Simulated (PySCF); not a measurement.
**C$_{3}$H$_{6}$N$_{2}$O, SMILES `O.c1c[nH]cn1`: what the electrons do**

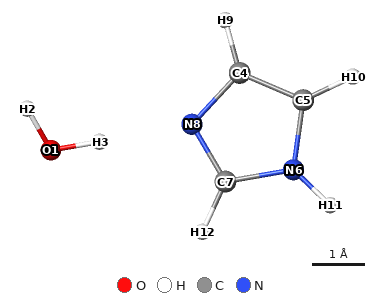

The molecule, with its atoms numbered as below. The pair's geometry is semi-empirical, so its contact may be too short or too long.

Cartesian coordinates (Å):

```
O1      -3.1672   -0.0981   -0.0725
H2      -3.5148    0.6983    0.3322
H3      -2.1999    0.0030   -0.0713
C4       0.6469    1.1500    0.0060
C5       1.8681    0.5440   -0.0332
N6       1.6155   -0.7986   -0.0112
C7       0.2729   -0.9446    0.0395
N8      -0.3334    0.2097    0.0514
H9       0.4089    2.1940    0.0042
H10      2.8608    0.9411   -0.0736
H11      2.3043   -1.5325   -0.0313
H12     -0.2232   -1.8936    0.0653
```

### 1. Bonding charge

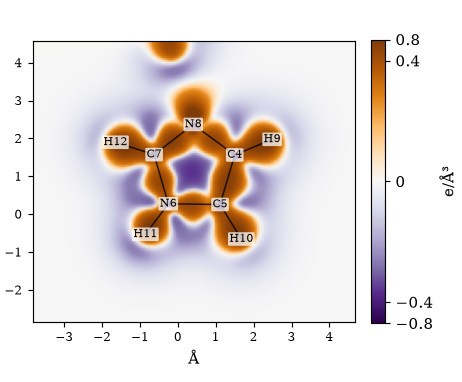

Deformation density (molecule less spherical, spin-averaged free atoms) in a plane through 9 of the atoms; colour scale in e/Å³, logarithmic beyond ±0.1; orange: gain, purple: loss.

PySCF calculation, B3LYP/def2-SVPD, gas phase; geometry: GFN2-xTB.

> Describe the bonding that the map shows.

N6–H11: +0.84 e/Å³ at the bond critical point (bond length 1.01 Å). C7–H12: +0.79 e/Å³ at the bond critical point (bond length 1.07 Å). C4–H9: +0.76 e/Å³ at the bond critical point (bond length 1.07 Å). C5–H10: +0.75 e/Å³ at the bond critical point (bond length 1.07 Å). C4–C5: +0.68 e/Å³ at the bond critical point (bond length 1.36 Å). C7–N8: +0.63 e/Å³ at the bond critical point (bond length 1.30 Å). C4–N8: +0.46 e/Å³ at the bond critical point (bond length 1.36 Å). N6–C7: +0.36 e/Å³ at the bond critical point (bond length 1.35 Å). C5–N6: +0.30 e/Å³ at the bond critical point (bond length 1.37 Å). In all, 2.6 electrons gather in the regions of gain relative to the promolecule.

> Where do the Hirshfeld charges lie?

The highest Hirshfeld charge is on H11 (+0.16 e), the lowest on O1 (−0.36 e).

```
atom  charge (e)
  O1       −0.36
  H2       +0.13
  H3       +0.07
  C4       −0.03
  C5       −0.03
  N6       −0.04
  C7       +0.06
  N8       −0.13
  H9       +0.05
 H10       +0.05
 H11       +0.16
 H12       +0.06
```

### 2. Bond critical points

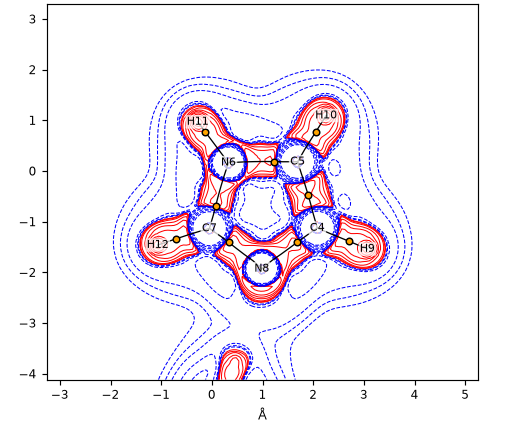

Negative Laplacian of the density (−∇²ρ) in a plane through 9 of the atoms (solid red lines positive, dashed blue lines negative, contours at ±0.02 to ±8 a.u.), with bond paths and bond critical points (dots).

> Sort the bonds in the plane by the sign of ∇²ρ at their critical points.

Concentrated (∇²ρ < 0): C7–N8 (−1.15 a.u.); N6–H11 (−1.63 a.u.); C4–N8 (−1.01 a.u.); C4–C5 (−0.84 a.u.); N6–C7 (−0.70 a.u.); C5–N6 (−0.61 a.u.); C7–H12 (−1.20 a.u.); C4–H9 (−1.16 a.u.); C5–H10 (−1.15 a.u.). At none is it depleted.

> Where along N6–H11 does the critical point lie?

0.77 Å from N6 and 0.24 Å from H11.

### 3. Electrostatic potential

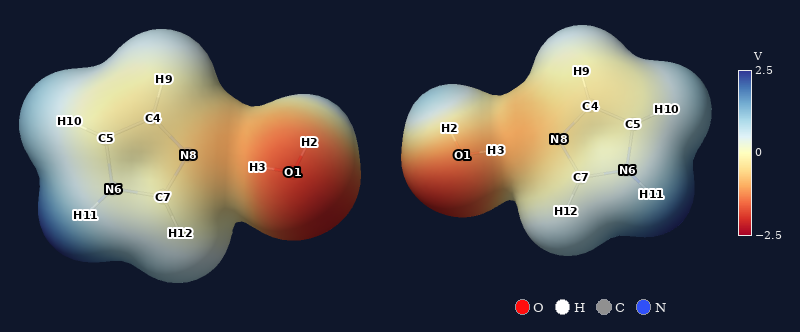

Electrostatic potential on the surface of electron density 0.001 a.u. (back view left, front view right).

> Where are the extremes of the potential on the surface?

Highest: 2.45 V, 1.2 Å from H11. Further maxima include 1.02 V, 1.2 Å from H2; 0.70 V, 1.3 Å from H9. Lowest: −2.13 V, 1.8 Å from O1. The surface is sampled at points, so like sites can differ by a few per cent and only the strongest of them is named.

### 4. Weak contacts

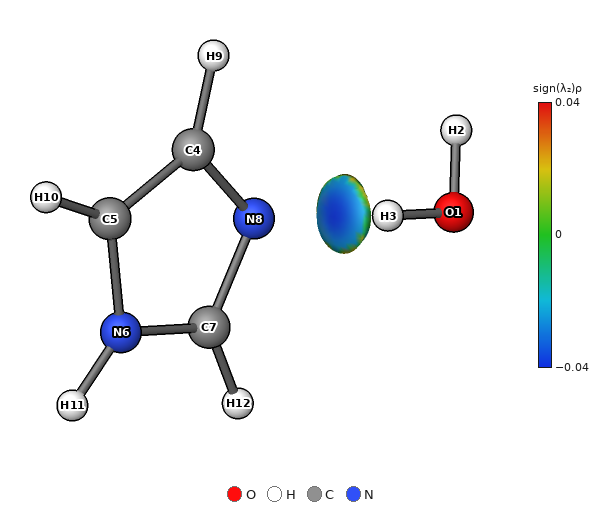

Non-covalent interaction surfaces between the fragments (reduced density gradient s = 0.6, coloured by sign(λ₂)ρ in a.u.; trimmed to the region between the fragments where ρ is under 0.06 a.u.). Fragment A: H2O (atoms 1–3); fragment B: H4C3N2.

> Interpret the surfaces between the fragments.

Bond critical points between the fragments: H3···N8, hydrogen bond, 1.88 Å, ρ = 0.033 a.u. It appears blue (attractive, sign(λ₂)ρ well below zero). The pose is a local one from a semi-empirical search, not shown to be the most stable.

> How strongly are they bound?

The counterpoise-corrected interaction energy of the frozen fragments is −6.5 kcal/mol without dispersion correction and −7.8 kcal/mol with D3(BJ). The pair geometry is semi-empirical, not a minimum at this level.

### 5. Excited states

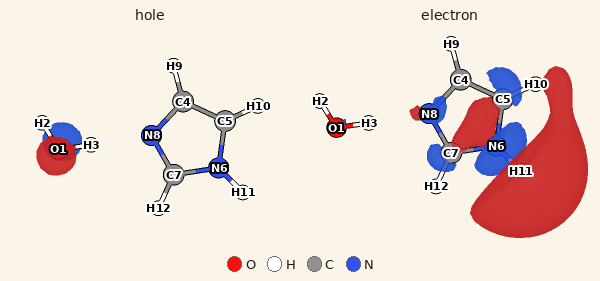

Leading natural transition orbital pair of S₂ (TDA singlet states); the surfaces enclose about 70 % of each orbital's density.

Level of theory: PBE/def2-SVP (PySCF), at a geometry from GFN2-xTB. Without diffuse functions Rydberg states are missing, so the states' numbers hold for this basis only.

> Characterise the state.

5.18 eV (240 nm), f = 0.000 (very weak), charge transfer, whose energy this functional puts too low; the leading pair carries 100 %; hole on O1 (88 %) and H2 and H3 (6 % each), electron on H11 (52 %), N6 (20 %) and H10 (7 %); their centroids lie 5.6 Å apart; S₃ lies within 0.1 eV of it. In canonical orbitals it is mainly HOMO → LUMO+1 (100 %). The HOMO–LUMO gap is 4.27 eV.

The PySCF runs shown took 27 s, 63 s and 2.8 min on 1 thread of Arm Neoverse V1, with other jobs on the host.
